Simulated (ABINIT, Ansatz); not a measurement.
## How the form of the self-energy moves the gap of Te2Mo (P6_3/mmc)

Aim: compare treatments of exchange, screening and correlation for the gap of Te2Mo (P6_3/mmc).

Main program and level: ABINIT 10.8.3; PBE and many-body steps on it, plane waves.

**The experiments to reproduce.**

- Gap 0.83 ± 0.05 eV: smallest (indirect) gap from electron and hole threshold voltage difference; ionic-liquid gated field-effect transistor; 270 K; film (exfoliated flakes 20-40 nm thick on SiO2/Si) (“Surface transport and band gap structure of exfoliated 2H-MoTe2 crystals”, 2014, arxiv:1407.1219).

- Gap 1.06 eV: direct gap at K (A transition); photoreflectance; 295 K; bulk crystal (commercial Bridgman-grown bulk crystal) (“Photoacoustic and modulated reflectance studies of indirect and direct band gap in van der Waals crystals”, 2017, pmc:5684221).

- Gap 0.88 ± 0.05 eV: indirect optical gap from extrapolated square root of absorption; phonon energy not resolved; optical transmission spectroscopy; 300 K; bulk crystal (exfoliated flakes 32 nm to 20 um thick, from chemical vapour transport crystal) (“Surface transport and band gap structure of exfoliated 2H-MoTe2 crystals”, 2014, arxiv:1407.1219).

- Gap 1.03 eV: direct optical gap (A exciton hot luminescence) from PL; photoluminescence; 300 K; bulk crystal (thick exfoliated flake, about 50 layers or more) (“Direct versus indirect band gap emission and exciton-exciton annihilation in atomically thin molybdenum ditelluride (MoTe2)”, 2016, arxiv:1602.03071).

- Gap 0.94 eV: indirect optical gap from PL (phonon-assisted emission peak); photoluminescence; 300 K; bulk crystal (thick exfoliated flake, about 50 layers or more) (“Direct versus indirect band gap emission and exciton-exciton annihilation in atomically thin molybdenum ditelluride (MoTe2)”, 2016, arxiv:1602.03071).

This is a selection; 1 further report is not listed.

## Step 1: Starting point

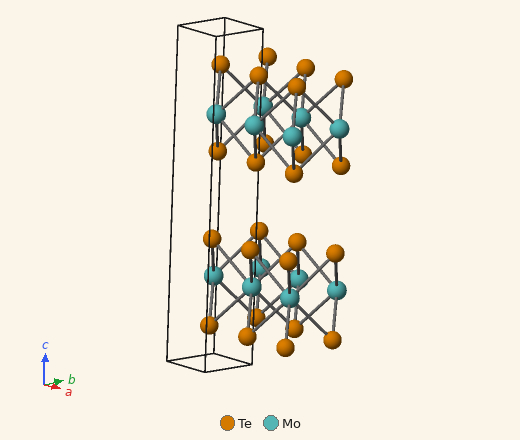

The cell as given, slightly off an axis (tellurium orange, molybdenum teal). 3×2×1 cells are drawn.

The cell and positions come from the Crystallography Open Database and are kept as given unless a step says otherwise. Spin-orbit coupling is left out unless a step names it.

## Step 2: Empty states on the mesh, 3×3×1 mesh, 824 bands

This step: ABINIT 10.8.3; DFT, PBE, plane waves, norm-conserving pseudopotentials.

The sums over transitions need many empty states on a uniform mesh; this step solves for them.

Input file run.abi:

```
acell 3*1.0 Angstrom
rprim 
  3.518200000003 -0.000000000001 0.000000000000
  -1.759100000001 3.046850575598 0.000000000000
  0.000000000000 0.000000000000 13.973600000000
ntypat 2
znucl 52 42
natom 6
typat 1 1 1 1 2 2
xred 
  0.333333333333 0.666666666667 0.621000000000
  0.666666666667 0.333333333333 0.121000000000
  0.333333333333 0.666666666667 0.879000000000
  0.666666666667 0.333333333333 0.379000000000
  0.333333333333 0.666666666667 0.250000000000
  0.666666666667 0.333333333333 0.750000000000
pp_dirpath "pseudos"
pseudos "Te.upf, Mo.upf"
ecut 39
ngkpt 3 3 1
nshiftk 1
shiftk 0 0 0
kptopt 1
chksymbreak 0
iscf -2
irdden 1
istwfk *1
nband 824
nbdbuf 74
tolwfr 1e-09
nstep 60
prtvol 0
indata_prefix "in"
outdata_prefix "out"
tmpdata_prefix "tmp"
```

Command:

```
> OMP_NUM_THREADS=1 mpirun -n 8 abinit run.abi > log
```

Numbers of over 12 decimals in the logs are rounded to 6 here.

The program printed:

```text
.Version 10.8.3 of ABINIT. v10.8.2 released Aug 2026.

 Symmetries : space group P6_3/m m c (#194); Bravais hP (primitive hexag.)
[... echo of the input left out ...]
== DATASET  1 ==================================================================
-   mpi_nproc: 8, omp_nthreads: 1 (-1 if OMP is not activated)
-    --> not optimal distribution: autoparal keyword recommended in input file <--

--- !DatasetInfo
iteration_state: {dtset: 1, }
dimensions: {natom: 6, nkpt: 3, mband: 824, nsppol: 1, nspinor: 1, nspden: 1, mpw: 11799, }
cutoff_energies: {ecut:  39.0, pawecutdg:  -1.0, }
[...]
6.00125    6.00705    6.01004    6.02272    6.02276    6.04299    6.05082    6.05184
   6.06265    6.07905    6.08252    6.09009    6.09744    6.09900    6.10084    6.10537
 prteigrs : prtvol=0 or 1, do not print more k-points.

== END DATASET(S) ==============================================================
================================================================================

 -outvars: echo values of variables after computation  --------
            nband         824
             nkpt           3
          spgroup         194
 [... the other variables as echoed above ...]

 Calculation completed.
```

Run time: 24 min. Hardware: 8 MPI ranks of Intel Xeon Platinum 8488C (Sapphire Rapids), shared host; peak memory 1.5 GiB.

Numbers from this step:

```yaml
gap: 0.9744 eV
k_of_the_valence_top: 0, 0, 0
k_of_the_conduction_bottom: 0.3333, 0.3333, 0
least_direct_gap: 1.038 eV
k_points_computed: 3
lowest_point_of_the_top_converged_band_above_the_valence_top: 144.1156 eV
```

On this mesh the gap is 0.974 eV.

The density comes from a self-consistent run that is not shown.

## Step 3: Screening, 3×3×1 mesh, 342 bands, screening to 141.5 eV

The RPA dielectric matrix is built and inverted for each q.

This step: RPA screening on PBE, plane waves, norm-conserving pseudopotentials.

run.abi: that of step 2 with these lines changed.

```diff
@@ -24,10 +24,11 @@
 chksymbreak 0
-iscf -2
-irdden 1
 istwfk *1
-nband 824
-nbdbuf 74
-tolwfr 1e-09
-nstep 60
-prtvol 0
+occopt 1
+irdwfk 1
+optdriver 3
+nband 342
+ecuteps 5.2
+inclvkb 2
+awtr 1
+symchi 1
 indata_prefix "in"
```

The program printed:

```text
.Version 10.8.3 of ABINIT. v10.8.2 released Aug 2026.

 Symmetries : space group P6_3/m m c (#194); Bravais hP (primitive hexag.)
[... echo of the input left out ...]
== DATASET  1 ==================================================================
-   mpi_nproc: 8, omp_nthreads: 1 (-1 if OMP is not activated)

--- !DatasetInfo
iteration_state: {dtset: 1, }
dimensions: {natom: 6, nkpt: 3, mband: 342, nsppol: 1, nspinor: 1, nspden: 1, mpw: 11799, }
cutoff_energies: {ecut:  39.0, pawecutdg:  -1.0, }
electrons: {nelect:   1.24000000E+02, charge:   0.00000000E+00, occopt:   1.00000000E+00, tsmear:   1.00000000E-02, }

 SCREENING: Calculation of the susceptibility and dielectric matrices

 Based on a program developped by R.W. Godby, V. Olevano, G. Onida, and L. Reining.
 Incorporated in ABINIT by V. Olevano, G.-M. Rignanese, and M. Torrent.
.Using double precision arithmetic ; gwpc =  8

[... cell and pseudopotentials left out ...]
--------------------------------------------------------------------------------

 ==== K-mesh for the wavefunctions ====
 Number of points in the irreducible wedge :     3
[... list of points left out ...]
 Together with 24 symmetry operations and time-reversal symmetry
 yields     9 points in the full Brillouin Zone.

 ==== Q-mesh for the screening function ====
 Number of points in the irreducible wedge :     3
[... list of points left out ...]
 Together with 24 symmetry operations and time-reversal symmetry
 yields     9 points in the full Brillouin Zone.

 setmesh: FFT mesh size selected  =    24x   24x  108
          total number of points  =        62208

 vcoul_init : cutoff-mode = AUXILIARY_FUNCTION
 q-points for optical limit:   1
     1)      0.000010    0.000020    0.000030

- screening: taking advantage of time-reversal symmetry
- Maximum band index for partially occupied states nbvw = 62
- Remaining bands to be divided among processors   nbcw = 280
- Number of bands treated by each node ~35

 Number of electrons calculated from density =  124.0000; Expected =  124.0000
 average of density, n =  0.122672
 r_s =    1.2485
 omega_plasma =   33.7853 [eV]

 calculating chi0 at frequencies [eV] :
  1    0.000000E+00    0.000000E+00
  2    0.000000E+00    3.378533E+01

--------------------------------------------------------------------------------
  q-point number  1        q = ( 0.000000, 0.000000, 0.000000) [r.l.u.]
--------------------------------------------------------------------------------
[... chi0 elements left out ...]
 For q-point:  0.000010 0.000020 0.000030
  dielectric constant =  20.4259
  dielectric constant without local fields =  23.1501

  Average fulfillment of the sum rule on Im[epsilon] for q-point    1 :     74.48  [%]
[... wings left out ...]
  q-point number  2        q = ( 0.333333, 0.000000, 0.000000) [r.l.u.]
--------------------------------------------------------------------------------
[... chi0 elements left out ...]
  Average fulfillment of the sum rule on Im[epsilon] for q-point    2 :     71.51  [%]

 [... 1 further q-points ...]
```

Run time: 2.7 min. Hardware: 8 MPI ranks; peak memory 4.6 GiB; 22 min of CPU time.

Numbers from this step:

```
ε∞ with local fields, on this mesh, along the program's q direction : 20.43
the same without local fields                                       : 23.15
plasma frequency                                                    : 33.79 eV
plane waves in the screening matrix                                 : 573
```

Local fields lower ε∞ by 12 %. On a Γ-centred mesh this coarse the value itself is usually too large, while a short band sum pulls it down.

## Step 4: G0W0, Godby-Needs plasmon pole

The self-energy is evaluated for the states that the input lists, and the levels follow from it, in one-shot runs by the linearised quasiparticle equation.

This step: G0W0 on PBE, plane waves, norm-conserving pseudopotentials.

run.abi: that of step 3 with these lines changed.

```diff
@@ -27,8 +27,17 @@
 irdwfk 1
-optdriver 3
+optdriver 4
 nband 342
+gwcalctyp 0
+ecutsigx 39
+symsigma 1
+nkptgw 2
+kptgw 
+  0.0000000000 0.0000000000 0.0000000000
+  0.3333333333 0.3333333333 0.0000000000
+bdgw 
+  61 64
+  61 64
 ecuteps 5.2
-inclvkb 2
-awtr 1
-symchi 1
+irdscr 1
+ppmodel 1
 indata_prefix "in"
```

The program printed:

```text
.Version 10.8.3 of ABINIT. v10.8.2 released Aug 2026.

 Symmetries : space group P6_3/m m c (#194); Bravais hP (primitive hexag.)
[... echo of the input left out ...]
== DATASET  1 ==================================================================
-   mpi_nproc: 8, omp_nthreads: 1 (-1 if OMP is not activated)

--- !DatasetInfo
iteration_state: {dtset: 1, }
dimensions: {natom: 6, nkpt: 3, mband: 342, nsppol: 1, nspinor: 1, nspden: 1, mpw: 11799, }
cutoff_energies: {ecut:  39.0, pawecutdg:  -1.0, }
electrons: {nelect:   1.24000000E+02, charge:   0.00000000E+00, occopt:   1.00000000E+00, tsmear:   1.00000000E-02, }

 SIGMA: Calculation of the GW corrections

 Based on a program developped by R.W. Godby, V. Olevano, G. Onida, and L. Reining.
 Incorporated in ABINIT by V. Olevano, G.-M. Rignanese, and M. Torrent.
.Using double precision arithmetic ; gwpc =  8

[... cell and pseudopotentials left out ...]
--------------------------------------------------------------------------------

 ==== K-mesh for the wavefunctions ====
 Number of points in the irreducible wedge :     3
[... list of points left out ...]
 Together with 24 symmetry operations and time-reversal symmetry
 yields     9 points in the full Brillouin Zone.

 ==== Q-mesh for screening function ====
 Number of points in the irreducible wedge :     3
[... list of points left out ...]
 Together with 24 symmetry operations and time-reversal symmetry
 yields     9 points in the full Brillouin Zone.

 vcoul_init : cutoff-mode = AUXILIARY_FUNCTION
 q-points for optical limit:   1
     1)      0.000010    0.000020    0.000030
 setmesh: FFT mesh size selected  =    36x   36x  150
          total number of points  =       194400

 Number of electrons calculated from density =  124.0000; Expected =  124.0000
 average of density, n =  0.122672
 r_s =    1.2485
 omega_plasma =   33.7853 [eV]

 === KS Band Gaps ===
  >>>> For spin  1
   Minimum direct gap =   1.0383 [eV], located at k-point      :   0.3333  0.3333  0.0000
   Fundamental gap    =   0.9744 [eV], Top of valence bands at :   0.0000  0.0000  0.0000
                                       Bottom of conduction at :   0.3333  0.3333  0.0000
 SIGMA fundamental parameters:
 PLASMON POLE MODEL  1
 number of plane-waves for SigmaX                11799
 number of plane-waves for SigmaC and W            573
 number of plane-waves for wavefunctions         11799
 number of bands                                   342
 number of independent spin polarizations            1
 number of spinorial components                      1
 number of k-points in IBZ                           3
 number of q-points in IBZ                           3
 number of symmetry operations                      24
 number of k-points in BZ                            9
 number of q-points in BZ                            9
 number of frequencies for dSigma/dE                 9
 frequency step for dSigma/dE [eV]                0.25
 number of omega for Sigma on real axis              0
 max omega for Sigma on real axis  [eV]           0.00
 zcut for avoiding poles [eV]                     0.10

 EPSILON^-1 parameters (SCR file):
 dimension of the eps^-1 matrix on file            573
 dimension of the eps^-1 matrix used               573
 number of plane-waves for wavefunctions         11799
 number of bands                                   342
 number of q-points in IBZ                           3
 number of frequencies                               2
 number of real frequencies                          1
 number of imag frequencies                          1

 matrix elements of self-energy operator (all in [eV])

 Perturbative Calculation

--- !SelfEnergy_ee
iteration_state: {dtset: 1, }
kpoint     : [   0.000,    0.000,    0.000, ]
spin       : 1
KS_gap     :    2.904
QP_gap     :    3.125
Delta_QP_KS:    0.221
data: !SigmaeeData |
     Band     E0 <VxcDFT>   SigX SigC(E0)      Z dSigC/dE  Sig(E)    E-E0       E
       61   9.602 -13.464 -15.349   1.352   0.802  -0.247 -13.892  -0.427   9.175
       62   9.928 -16.262 -16.780   0.552   0.779  -0.284 -16.235   0.026   9.955
       63  12.832 -15.025 -10.693  -4.021   0.794  -0.260 -14.778   0.247  13.080
       64  12.832 -15.025 -10.693  -4.021   0.794  -0.260 -14.778   0.247  13.080

--- !SelfEnergy_ee
iteration_state: {dtset: 1, }
kpoint     : [   0.333,    0.333,    0.000, ]
spin       : 1
KS_gap     :    1.038
QP_gap     :    1.455
Delta_QP_KS:    0.417
data: !SigmaeeData |
     Band     E0 <VxcDFT>   SigX SigC(E0)      Z dSigC/dE  Sig(E)    E-E0       E
       61   9.625 -15.512 -16.602   1.096   0.775  -0.290 -15.507   0.005   9.630
       62   9.864 -16.259 -17.224   1.050   0.774  -0.293 -16.193   0.066   9.930
       63  10.903 -17.026 -12.263  -4.136   0.769  -0.300 -16.544   0.483  11.385
       64  10.903 -17.026 -12.263  -4.136   0.769  -0.300 -16.544   0.483  11.385

== END DATASET(S) ==============================================================
================================================================================

 -outvars: echo values of variables after computation  --------
           etotal      0.0000000000E+00
            nband         342
             nkpt           3
          spgroup         194
 [... the other variables as echoed above ...]

 Calculation completed.
```

Elapsed: 22 s, on 8 MPI ranks; peak memory 2.7 GiB; 3 min of CPU time.

This step gave:

| Property | Result |
| --- | --- |
| G0W0 gap on the points computed | 1.430 eV |
| starting gap on the mesh | 0.9744 eV |
| k of the valence top | 0, 0, 0 |
| k of the conduction bottom | 0.3333, 0.3333, 0 |
| Z at the valence top | 0.779 |
| Z at the conduction bottom | 0.769 |
| least direct G0W0 gap on the computed points | 1.455 eV |

The gap on the mesh goes from 0.97 eV to 1.43 eV, a correction of +0.46 eV.

## Step 5: G0W0, Engel-Farid plasmon pole

run.abi: that of step 4 with these lines changed.

```diff
@@ -41,3 +41,3 @@
 irdscr 1
-ppmodel 1
+ppmodel 4
 indata_prefix "in"
```

The program printed:

```text
.Version 10.8.3 of ABINIT. v10.8.2 released Aug 2026.

 Symmetries : space group P6_3/m m c (#194); Bravais hP (primitive hexag.)
[... echo of the input left out ...]
== DATASET  1 ==================================================================
-   mpi_nproc: 8, omp_nthreads: 1 (-1 if OMP is not activated)

--- !DatasetInfo
iteration_state: {dtset: 1, }
dimensions: {natom: 6, nkpt: 3, mband: 342, nsppol: 1, nspinor: 1, nspden: 1, mpw: 11799, }
cutoff_energies: {ecut:  39.0, pawecutdg:  -1.0, }
electrons: {nelect:   1.24000000E+02, charge:   0.00000000E+00, occopt:   1.00000000E+00, tsmear:   1.00000000E-02, }

 SIGMA: Calculation of the GW corrections

 Based on a program developped by R.W. Godby, V. Olevano, G. Onida, and L. Reining.
 Incorporated in ABINIT by V. Olevano, G.-M. Rignanese, and M. Torrent.
.Using double precision arithmetic ; gwpc =  8

[... cell and pseudopotentials left out ...]
--------------------------------------------------------------------------------

 ==== K-mesh for the wavefunctions ====
 Number of points in the irreducible wedge :     3
[... list of points left out ...]
 Together with 24 symmetry operations and time-reversal symmetry
 yields     9 points in the full Brillouin Zone.

 ==== Q-mesh for screening function ====
 Number of points in the irreducible wedge :     3
[... list of points left out ...]
 Together with 24 symmetry operations and time-reversal symmetry
 yields     9 points in the full Brillouin Zone.

 vcoul_init : cutoff-mode = AUXILIARY_FUNCTION
 q-points for optical limit:   1
     1)      0.000010    0.000020    0.000030
 setmesh: FFT mesh size selected  =    36x   36x  150
          total number of points  =       194400

 Number of electrons calculated from density =  124.0000; Expected =  124.0000
[...]
number of omega for Sigma on real axis              0
 max omega for Sigma on real axis  [eV]           0.00
 zcut for avoiding poles [eV]                     0.10

 EPSILON^-1 parameters (SCR file):
 dimension of the eps^-1 matrix on file            573
 dimension of the eps^-1 matrix used               573
 number of plane-waves for wavefunctions         11799
 number of bands                                   342
 number of q-points in IBZ                           3
 number of frequencies                               2
 number of real frequencies                          1
 number of imag frequencies                          1

 matrix elements of self-energy operator (all in [eV])

 Perturbative Calculation

--- !SelfEnergy_ee
iteration_state: {dtset: 1, }
kpoint     : [   0.000,    0.000,    0.000, ]
spin       : 1
KS_gap     :    2.904
QP_gap     :    3.119
Delta_QP_KS:    0.214
data: !SigmaeeData |
     Band     E0 <VxcDFT>   SigX SigC(E0)      Z dSigC/dE  Sig(E)    E-E0       E
       61   9.602 -13.464 -15.349   1.160   0.809  -0.237 -14.051  -0.586   9.016
       62   9.928 -16.262 -16.780   0.404   0.782  -0.279 -16.351  -0.089   9.839
       63  12.832 -15.025 -10.693  -4.176   0.798  -0.253 -14.900   0.125  12.957
[...]
--- !SelfEnergy_ee
iteration_state: {dtset: 1, }
kpoint     : [   0.333,    0.333,    0.000, ]
spin       : 1
KS_gap     :    1.038
QP_gap     :    1.462
Delta_QP_KS:    0.424
data: !SigmaeeData |
     Band     E0 <VxcDFT>   SigX SigC(E0)      Z dSigC/dE  Sig(E)    E-E0       E
[...]
63  10.903 -17.026 -12.263  -4.276   0.773  -0.294 -16.649   0.377  11.280
       64  10.903 -17.026 -12.263  -4.276   0.773  -0.294 -16.649   0.377  11.280

== END DATASET(S) ==============================================================
================================================================================

 -outvars: echo values of variables after computation  --------
           etotal      0.0000000000E+00
            nband         342
             nkpt           3
          spgroup         194
 [... the other variables as echoed above ...]

 Calculation completed.
```

Run time: 16 s. Hardware: 8 MPI ranks; peak memory 2.5 GiB.

This step gave:

```
G0W0 gap on the points computed              : 1.441 eV
starting gap on the mesh                     : 0.9744 eV
k of the valence top                         : 0, 0, 0
k of the conduction bottom                   : 0.3333, 0.3333, 0
Z at the valence top                         : 0.782
Z at the conduction bottom                   : 0.773
least direct G0W0 gap on the computed points : 1.462 eV
```

Against G0W0 in ABINIT (3×3×1 mesh, 342 bands, screening to 141.5 eV, Godby-Needs plasmon pole), the gap moves by +0.011 eV.

(Continued in part 2 of 2.)

[Paths, hosts, dates, memory and timing lines, banners, echoed tables and standing remarks are left out of the program output.]

[Logs are printed without paths, hosts, clocks, repeated set-up lines and the standing remarks that a program may print on its own settings, such as how far it seeks lower states.]

[Runs of the session that timed out or met a known fault of the program may be left out.]

[Hosts, paths, dates, database ids (printed as entryN), source tags and the programs' standing remarks are cut or masked in the printed files.]

[G0W0 gaps are taken among the corrected bands and points alone; a level outside them can change the order at an edge.]

[Where Ansatz stands beside ABINIT at settings called matched, ABINIT's density can come from a denser mesh and the files from another edition; pairs whose starting gaps differed by over 0.03 eV were left out, so agreement reads better than it is.]
